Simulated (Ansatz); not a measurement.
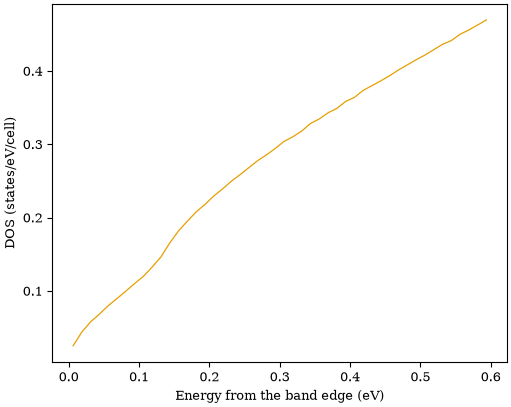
Figure: Density of states of Si (Fd-3m) above the conduction band minimum, PBE with spin-orbit coupling, rigid bands (Ansatz, a program for electronic structure); cell volume 40.1 Å³.

**Question.** What effective density of states at 300 K does this give (∫ g(E) exp(−E/k_BT) dE, both spins, divided by the cell's size)?

**Answer.** 3.1e19 cm⁻³, a density-of-states mass of 1.15 mₑ, valleys and band degeneracy included.

Geometry: cell and atoms relaxed with PBEsol.
